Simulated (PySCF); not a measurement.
# CH6BFSi: the cost of one run

Programs: PySCF 2.14.0, with density-fitted response routines of our own. Each step states its level of theory. These are calculated values for one molecule in the gas phase, unless marked as measured. Atoms are numbered from 0 throughout.

## (1) The starting structure

10 atoms, charge 0, multiplicity 1; geometry from: GFN2-xTB.

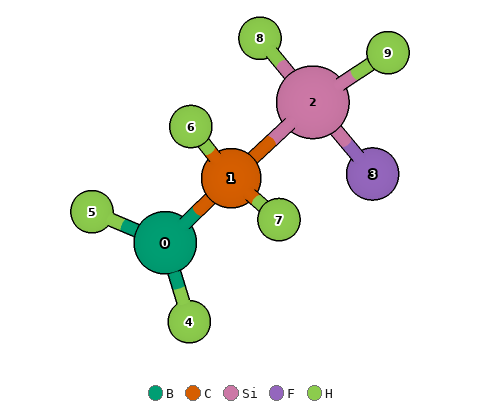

As it starts; boron teal, carbon orange, silicon pink, fluorine purple, hydrogen green, atoms numbered.

## (2) TDDFT and polarisability: B3LYP/def2-SVPD

What the job is given:

```
{"job": {"kind": "uv", "xc": "B3LYP", "basis": "def2-SVPD", "nstates": 8, "ntriplets": 3}, "charge": 0, "multiplicity": 1}
B      1.444955    -0.077414    -0.554473
C      0.438971     0.531013     0.456283
Si    -1.256388    -0.298651     0.180390
F     -1.692816    -0.107686    -1.359116
H      1.621385     0.430021    -1.593272
H      2.009674    -1.069479    -0.294111
H      0.701937     0.346760     1.497191
H      0.291523     1.604273     0.335030
H     -1.251290    -1.741089     0.375247
H     -2.299068     0.386906     0.934303
```

With the program's defaults for keys left out, this is: TDDFT B3LYP/def2-SVPD, vertical, gas phase, core orbitals frozen in the response.

On the command line:

```bash
> OMP_NUM_THREADS=1 python probes_run.py task.json out
```

This one command runs all jobs of the session in turn.

Q: Estimate the wall time and peak memory of this first job on 1 thread of Arm Neoverse V1, shared host.

About 13 s, with a peak of 0.51 GiB.
